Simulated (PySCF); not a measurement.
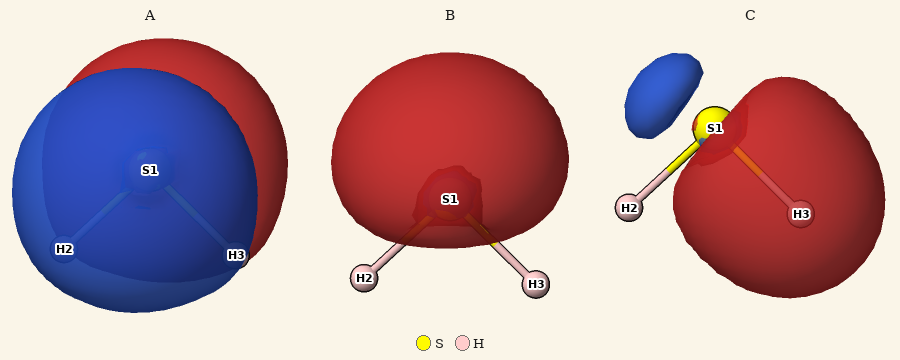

H2S, SMILES `S`. Intrinsic bond orbitals (IBO), occupied; each surface holds about 85 % of the orbital's density. Energies are diagonal elements of the Fock matrix.

PySCF calculation, LDA (SVWN)/def2-SVPD, gas phase; geometry: GFN2-xTB. No frequency check shows the geometry to be a minimum. GFN2-xTB bond lengths at metals and heavier atoms can be off by up to 0.1 Å and shapes distorted, which carries into these values.

The calculation's input:

```python
import numpy as np
from pyscf import gto, scf, dft, lo
from pyscf.data.elements import chemcore

def solve(mol, dm0=None, hcore=None):
    mf = (dft.UKS if mol.spin else dft.RKS)(mol, xc='svwn')
    mf.grids.level = 3
    mf = mf.density_fit(auxbasis='def2-universal-jkfit')
    mf.conv_tol, mf.max_cycle = 1e-8, 80
    if hcore is not None:
        mf.get_hcore = lambda *args: hcore
    mf.kernel(dm0)
    if not mf.converged:
        mf = mf.newton().run(mf.mo_coeff, mf.mo_occ, max_cycle=30)
    assert mf.converged, 'SCF not converged'
    return mf

mol = gto.M(atom='''
S      0.00000    -0.10207     0.00000
H      0.95743     0.81655     0.00000
H     -0.95740     0.81657     0.00000
''', basis='def2-svpd', charge=0, spin=0, verbose=4)
mf = solve(mol)
occ_all = mf.mo_coeff[:, mf.mo_occ > 0]
occ = occ_all[:, chemcore(mol):]
loc = lo.ibo.ibo(mol, occ, iaos=lo.iao.iao(mol, occ_all))
fock, s = mf.get_fock(), mf.get_ovlp()
ortho = lo.orth_ao(mol, 'meta_lowdin')
ortho = lo.vec_lowdin(lo.iao.iao(mol, occ_all), s)
labels = lo.iao.reference_mol(mol).ao_labels(fmt=None)
vir = lo.vvo.livvo(mol, occ_all, mf.mo_coeff[:, mf.mo_occ == 0])
both = np.hstack([loc, vir])
p = (ortho.T @ s @ both) ** 2
pop = np.array([p[[l[0] == a for l in labels]].sum(0) for a in range(mol.natm)])
spd = np.array([[p[[l[0] == a and l[2][-1] == k for l in labels]].sum(0) for k in 'spd'] for a in range(mol.natm)])
eps = np.einsum('pi,pq,qi->i', both, fock, both)
for i in np.argsort(eps):
    top = np.argsort(-pop[:, i])[:3]
    print('%3d %s %9.4f Eh ' % (i + 1, 'occ' if i < loc.shape[1] else 'vir', eps[i]), '  '.join('%s%d %.3f' % (mol.atom_symbol(a), a + 1, pop[a, i]) for a in top))
np.savez('result.npz', c=both, nocc=loc.shape[1], pop=pop, spd=spd, eps=eps, e=mf.e_tot)
```

Run with:

```sh
OMP_NUM_THREADS=1 python input.py
```

The run took 0.95 s on 1 thread of Intel(R) Xeon(R) 6975P-C (Granite Rapids), on a shared host, peak memory 0.19 GiB.

Q: What does each orbital represent in a Lewis picture?

A: By panel:
- A: lone pair on S1 (p-type) (S1 100 %; −6.4 eV)
- B: lone pair on S1 (sp0.6-type) (S1 100 %; −12.1 eV)
- C: σ bond S1–H3 (S1 57 %, H3 43 %; −13.4 eV)

Q: Which has the smallest and which the largest spatial spread?

A: Smallest: C (0.92 Å); largest: A (1.26 Å).

Q: How do all the valence pairs divide up?

A: 4 pairs: 2 σ bonds and 2 lone pairs.
